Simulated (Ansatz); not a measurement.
Geometry relaxation of C$_{3}$H$_{10}$O$_{2}$Si (part 2 of 2)

Continued. System: C$_{3}$H$_{10}$O$_{2}$Si. Method: RKS PBE/def2-SVP (Ansatz 0.2.0). It belongs to a series of runs on one base structure; here: end point A relaxed.

Geometry of the input (Å):
```
C  -0.1154  -2.4682  -0.2901
C  0.0575  -1.5122  0.8889
O  1.1057  -0.6040  0.6457
C  0.8554  0.5372  -0.1359
O  -0.1352  1.3502  0.5381
Si -0.5853  2.7935  -0.1778
H  -0.8775  -3.1900  -0.0586
H  -0.4842  -1.8475  -1.1778
H  0.7750  -2.8943  -0.5539
H  0.3459  -2.1212  1.7756
H  -0.8666  -0.9758  1.1815
H  1.7337  1.0800  -0.3033
H  0.3293  0.2216  -1.1129
H  0.5938  3.6221  -0.3900
H  -1.2070  2.4485  -1.4822
H  -1.5480  3.5374  0.6968
```

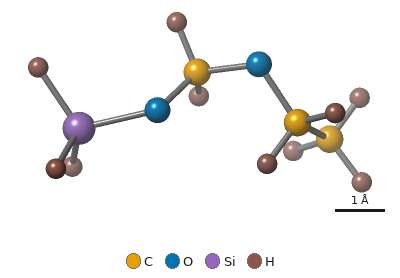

The geometry at step 6 of the log (ball-and-stick view, seen at a tilt).

Trajectory as extended XYZ (Å, eV, eV/Å), 11 frames, from step=1 to step=11
```
16
Properties=species:S:1:pos:R:3:forces:R:3 step=1 energy=-15224.44813
C    -0.1154   -2.4682   -0.2901   -3.0549   3.3419  -0.1293
C     0.0575   -1.5122    0.8889   -0.0178  -0.5729  -0.0332
O     1.1057   -0.6040    0.6457    1.3075   1.2118  -0.0652
C     0.8554    0.5372   -0.1359   -4.3307  -2.4691   0.4347
O    -0.1352    1.3502    0.5381    0.6414  -0.1393   0.2621
Si   -0.5853    2.7935   -0.1778   -0.6259  -0.2556   0.2220
H    -0.8775   -3.1900   -0.0586   -0.7183  -0.9249   0.0956
H    -0.4842   -1.8475   -1.1778    0.2501  -0.7503   0.5625
H     0.7750   -2.8943   -0.5539    3.0088  -1.6114  -0.7744
H     0.3459   -2.1212    1.7756    0.1898   0.2668   0.0501
H    -0.8666   -0.9758    1.1815   -0.2128   0.0311  -0.1818
H     1.7337    1.0800   -0.3033    2.2391   0.9489  -0.2551
H     0.3293    0.2216   -1.1129    0.8376   0.3127   0.3944
H     0.5938    3.6221   -0.3900    0.7491   0.6132  -0.2192
H    -1.2070    2.4485   -1.4822   -0.2287   0.1307  -0.4324
H    -1.5480    3.5374    0.6968   -0.0342  -0.1338   0.0693
16
Properties=species:S:1:pos:R:3:forces:R:3 step=2 energy=-15224.88033
C    -0.1329   -2.4671   -0.2968   -0.5988   1.0633  -0.1402
C     0.0736   -1.5175    0.8862   -0.3401  -0.3290   0.0696
O     1.1212   -0.5883    0.6719    0.3534   0.6056  -0.1907
C     0.8084    0.5146   -0.1187   -1.0582  -0.5112   0.3175
O    -0.1209    1.3818    0.5668    0.3476  -0.3851  -0.2017
Si   -0.5841    2.8147   -0.1780   -0.2785   0.0443   0.0233
H    -0.9102   -3.2068   -0.0634   -0.1325  -0.3227   0.0736
H    -0.4840   -1.9104   -1.2062    0.1167  -0.1982   0.2960
H     0.8042   -2.9483   -0.5493    0.6512  -0.5371  -0.1841
H     0.3688   -2.0899    1.7943   -0.0065   0.0337  -0.1071
H    -0.8685   -0.9845    1.1409   -0.0337   0.0351  -0.0071
H     1.7440    1.0490   -0.2974    0.6312   0.2327  -0.1266
H     0.3490    0.2029   -1.1074    0.1598   0.1402   0.2815
H     0.6032    3.6868   -0.4198    0.2040   0.1727  -0.0599
H    -1.2392    2.5234   -1.5012   -0.0383   0.0242  -0.0845
H    -1.5556    3.5168    0.7223    0.0227  -0.0686   0.0402
16
Properties=species:S:1:pos:R:3:forces:R:3 step=3 energy=-15224.92925
C    -0.1346   -2.4662   -0.2969    0.0226   0.1207   0.0214
C     0.0631   -1.5085    0.8791   -0.1417  -0.1771   0.0207
O     1.1252   -0.5768    0.6754    0.0575   0.1174  -0.0396
C     0.8113    0.5138   -0.1172   -0.1024   0.0346   0.2001
O    -0.1012    1.3877    0.5596    0.1616  -0.1300  -0.1793
Si   -0.5914    2.8208   -0.1778   -0.0456   0.0935   0.0073
H    -0.9183   -3.2127   -0.0563    0.0256  -0.0297   0.0134
H    -0.4651   -1.9349   -1.2132    0.0113  -0.0075  -0.0071
H     0.8098   -2.9984   -0.5309   -0.0347  -0.0246   0.0119
H     0.3496   -2.0784    1.7871   -0.0083   0.0100  -0.0049
H    -0.8806   -0.9682    1.1192    0.0317   0.0096  -0.0182
H     1.7755    1.0362   -0.3098    0.0227   0.0130  -0.0269
H     0.3572    0.2082   -1.0958    0.0012  -0.0005  -0.0275
H     0.5929    3.7211   -0.4333   -0.0198   0.0020   0.0044
H    -1.2616    2.5490   -1.5045   -0.0018  -0.0002   0.0259
H    -1.5546    3.4846    0.7596    0.0200  -0.0313  -0.0017
16
Properties=species:S:1:pos:R:3:forces:R:3 step=4 energy=-15224.93453
C    -0.1437   -2.4562   -0.2923   -0.0478   0.0391   0.0480
C     0.0533   -1.4949    0.8771   -0.0132  -0.0341  -0.0406
O     1.1419   -0.5883    0.6705    0.0063   0.1304   0.0135
C     0.8461    0.5038   -0.1294   -0.0892  -0.0097   0.0407
O    -0.0932    1.3628    0.5137    0.1292  -0.0411   0.0227
Si   -0.6066    2.8100   -0.1730   -0.0166  -0.0025  -0.0541
H    -0.9350   -3.1928   -0.0482   -0.0084  -0.0418  -0.0083
H    -0.4597   -1.9334   -1.2182    0.0099   0.0060   0.0029
H     0.7937   -3.0041   -0.5093    0.0201  -0.0368  -0.0034
H     0.3153   -2.0564    1.7975   -0.0095   0.0013  -0.0137
H    -0.8761   -0.9218    1.0930    0.0125  -0.0289  -0.0015
H     1.8107    1.0355   -0.2956    0.0258  -0.0161   0.0021
H     0.4259    0.1951   -1.1233    0.0135  -0.0018  -0.0172
H     0.5588    3.7305   -0.4352    0.0037   0.0076   0.0055
H    -1.3030    2.5479   -1.4854   -0.0236   0.0424  -0.0155
H    -1.5513    3.4396    0.8021   -0.0128  -0.0140   0.0190
16
Properties=species:S:1:pos:R:3:forces:R:3 step=5 energy=-15224.93792
C    -0.1418   -2.4689   -0.2862    0.0262  -0.0135   0.0035
C     0.0472   -1.4940    0.8718    0.0209   0.0376  -0.0022
O     1.1390   -0.5834    0.6718   -0.0581  -0.0440   0.0031
C     0.8528    0.5037   -0.1371    0.0188  -0.0115  -0.0106
O    -0.0736    1.3730    0.5016    0.0221   0.0339  -0.0252
Si   -0.6057    2.8199   -0.1752   -0.0480   0.0204   0.0377
H    -0.9374   -3.2032   -0.0443   -0.0054   0.0133   0.0019
H    -0.4413   -1.9562   -1.2231    0.0037  -0.0015  -0.0018
H     0.7942   -3.0292   -0.4839    0.0027   0.0026  -0.0062
H     0.2982   -2.0464    1.8003    0.0047   0.0080  -0.0014
H    -0.8845   -0.9205    1.0727   -0.0028  -0.0080   0.0034
H     1.8251    1.0231   -0.3062   -0.0073  -0.0172   0.0042
H     0.4344    0.1925   -1.1314   -0.0027  -0.0044   0.0009
H     0.5474    3.7587   -0.4300   -0.0025  -0.0124  -0.0122
H    -1.3301    2.5875   -1.4794    0.0266  -0.0057  -0.0036
H    -1.5468    3.4205    0.8227    0.0012   0.0024   0.0087
16
Properties=species:S:1:pos:R:3:forces:R:3 step=6 energy=-15224.93826
C    -0.1401   -2.4641   -0.2878    0.0196   0.0101   0.0084
C     0.0465   -1.4930    0.8745   -0.0090   0.0139  -0.0198
O     1.1398   -0.5849    0.6776   -0.0382  -0.0079  -0.0180
C     0.8560    0.5006   -0.1356   -0.0194  -0.0296   0.0076
O    -0.0609    1.3778    0.5062    0.0290   0.0132  -0.0053
Si   -0.6052    2.8171   -0.1736   -0.0586   0.0481   0.0214
H    -0.9436   -3.1926   -0.0565   -0.0083   0.0038   0.0063
H    -0.4276   -1.9438   -1.2243   -0.0015  -0.0079  -0.0044
H     0.7934   -3.0287   -0.4814    0.0161  -0.0110  -0.0043
H     0.2924   -2.0481    1.8029    0.0053   0.0158  -0.0062
H    -0.8867   -0.9193    1.0710    0.0141  -0.0073   0.0118
H     1.8284    1.0143   -0.3160    0.0139  -0.0181   0.0136
H     0.4269    0.1862   -1.1244    0.0056  -0.0003   0.0021
H     0.5383    3.7639   -0.4390    0.0051  -0.0108  -0.0141
H    -1.3340    2.5718   -1.4725    0.0222  -0.0057  -0.0138
H    -1.5465    3.4200    0.8229    0.0042  -0.0063   0.0148
16
Properties=species:S:1:pos:R:3:forces:R:3 step=7 energy=-15224.93990
C    -0.1370   -2.4702   -0.2900   -0.0016  -0.0047   0.0059
C     0.0358   -1.4882    0.8654    0.0019  -0.0086  -0.0195
O     1.1349   -0.5884    0.6747    0.0044  -0.0069   0.0006
C     0.8673    0.5046   -0.1324    0.0014   0.0066  -0.0068
O    -0.0284    1.3962    0.5179   -0.0038   0.0162  -0.0002
Si   -0.6102    2.8195   -0.1661    0.0088  -0.0049  -0.0018
H    -0.9525   -3.1879   -0.0648    0.0046   0.0021   0.0000
H    -0.4037   -1.9585   -1.2377    0.0064  -0.0034   0.0051
H     0.7947   -3.0467   -0.4609   -0.0053   0.0083   0.0040
H     0.2691   -2.0354    1.8017   -0.0077   0.0046  -0.0019
H    -0.8982   -0.9111    1.0472    0.0102   0.0012  -0.0001
H     1.8495    1.0002   -0.3132   -0.0038  -0.0133   0.0096
H     0.4309    0.2028   -1.1218   -0.0093  -0.0022  -0.0010
H     0.5152    3.7747   -0.4749   -0.0009   0.0074   0.0006
H    -1.3567    2.5460   -1.4493   -0.0018  -0.0044  -0.0007
H    -1.5336    3.4197    0.8481   -0.0036   0.0021   0.0064
16
Properties=species:S:1:pos:R:3:forces:R:3 step=8 energy=-15224.94067
C    -0.1312   -2.4793   -0.2922   -0.0042  -0.0060  -0.0100
C     0.0214   -1.4810    0.8523   -0.0166  -0.0267  -0.0006
O     1.1307   -0.5942    0.6714    0.0312   0.0147  -0.0011
C     0.8818    0.5073   -0.1299    0.0114   0.0280  -0.0146
O     0.0199    1.4224    0.5341   -0.0040   0.0130  -0.0098
Si   -0.6109    2.8228   -0.1561    0.0296  -0.0317  -0.0078
H    -0.9647   -3.1808   -0.0799    0.0230   0.0038  -0.0078
H    -0.3615   -1.9782   -1.2562    0.0115  -0.0129   0.0328
H     0.7979   -3.0714   -0.4263   -0.0374   0.0246   0.0091
H     0.2295   -2.0158    1.8021   -0.0168   0.0023  -0.0108
H    -0.9125   -0.8951    1.0069    0.0156  -0.0025  -0.0096
H     1.8759    0.9756   -0.3203   -0.0275  -0.0062   0.0027
H     0.4251    0.2188   -1.1147   -0.0037   0.0046   0.0073
H     0.4818    3.8014   -0.5146   -0.0267  -0.0193   0.0032
H    -1.3916    2.5061   -1.4109    0.0162   0.0094   0.0193
H    -1.5146    3.4189    0.8785   -0.0015   0.0049  -0.0023
16
Properties=species:S:1:pos:R:3:forces:R:3 step=9 energy=-15224.94105
C    -0.1292   -2.4836   -0.2914    0.0103   0.0012  -0.0142
C     0.0181   -1.4785    0.8474   -0.0243  -0.0123   0.0050
O     1.1315   -0.5953    0.6676    0.0155  -0.0010  -0.0072
C     0.8838    0.5088   -0.1309    0.0001   0.0105  -0.0073
O     0.0312    1.4272    0.5404   -0.0077   0.0165  -0.0036
Si   -0.6104    2.8223   -0.1495    0.0304  -0.0112  -0.0279
H    -0.9651   -3.1829   -0.0820    0.0151   0.0067  -0.0036
H    -0.3496   -1.9872   -1.2599    0.0068  -0.0130   0.0270
H     0.7995   -3.0779   -0.4143   -0.0256   0.0154   0.0043
H     0.2155   -2.0078    1.8026   -0.0074   0.0078  -0.0106
H    -0.9148   -0.8882    0.9903    0.0152  -0.0036  -0.0047
H     1.8786    0.9722   -0.3271   -0.0191  -0.0032   0.0009
H     0.4179    0.2241   -1.1126    0.0036   0.0048   0.0068
H     0.4737    3.8047   -0.5228   -0.0179  -0.0152   0.0175
H    -1.3928    2.5000   -1.4016    0.0016  -0.0016   0.0241
H    -1.5108    3.4195    0.8879    0.0033  -0.0019  -0.0064
16
Properties=species:S:1:pos:R:3:forces:R:3 step=10 energy=-15224.94149
C    -0.1253   -2.4913   -0.2895    0.0115   0.0084  -0.0057
C     0.0123   -1.4738    0.8387   -0.0143   0.0007   0.0064
O     1.1318   -0.5974    0.6580   -0.0050  -0.0020  -0.0077
C     0.8842    0.5119   -0.1337   -0.0132  -0.0068   0.0101
O     0.0431    1.4326    0.5491    0.0057  -0.0014  -0.0002
Si   -0.6074    2.8220   -0.1423    0.0069   0.0094  -0.0086
H    -0.9620   -3.1890   -0.0810   -0.0033   0.0003  -0.0003
H    -0.3348   -2.0053   -1.2650    0.0013  -0.0045   0.0100
H     0.8041   -3.0862   -0.3962   -0.0030   0.0014   0.0008
H     0.1948   -1.9922    1.8029    0.0012   0.0100  -0.0101
H    -0.9186   -0.8765    0.9635    0.0096  -0.0084  -0.0016
H     1.8792    0.9704   -0.3363    0.0005   0.0020  -0.0045
H     0.4070    0.2345   -1.1122    0.0083   0.0008   0.0029
H     0.4699    3.8072   -0.5242   -0.0096  -0.0084   0.0048
H    -1.3978    2.4886   -1.3854    0.0007   0.0015   0.0088
H    -1.5031    3.4218    0.8978    0.0028  -0.0030  -0.0052
16
Properties=species:S:1:pos:R:3:forces:R:3 step=11 energy=-15224.94159
C    -0.1217   -2.4962   -0.2890    0.0022   0.0017  -0.0013
C     0.0068   -1.4707    0.8328   -0.0022  -0.0034   0.0022
O     1.1302   -0.5993    0.6533   -0.0045   0.0080  -0.0034
C     0.8862    0.5134   -0.1344   -0.0041  -0.0015   0.0090
O     0.0562    1.4392    0.5555    0.0045  -0.0039  -0.0079
Si   -0.6060    2.8228   -0.1368   -0.0002   0.0030  -0.0056
H    -0.9633   -3.1894   -0.0846   -0.0004  -0.0008  -0.0021
H    -0.3187   -2.0163   -1.2700    0.0015  -0.0027   0.0081
H     0.8069   -3.0948   -0.3810   -0.0058   0.0034   0.0014
H     0.1796   -1.9814    1.8028   -0.0012   0.0048  -0.0080
H    -0.9236   -0.8704    0.9449    0.0062  -0.0057  -0.0016
H     1.8831    0.9654   -0.3422    0.0002   0.0015  -0.0017
H     0.4019    0.2414   -1.1109    0.0027   0.0009   0.0029
H     0.4627    3.8108   -0.5337   -0.0057  -0.0052   0.0039
H    -1.4072    2.4793   -1.3701    0.0025  -0.0001   0.0042
H    -1.4957    3.4236    0.9076    0.0041   0.0000  -0.0002
```

Summary

- outcome: converged
- total energy: −15224.9416 eV
- mean-field energy: −15224.9416 eV
- largest force (length of the vector) at the end: 0.010 eV/Å
- hardware: 2 threads of Arm Neoverse V1, 24 GiB of memory available, shared host
- wall time: 39 s (CPU time 76 s)
- peak memory: 0.18 GiB
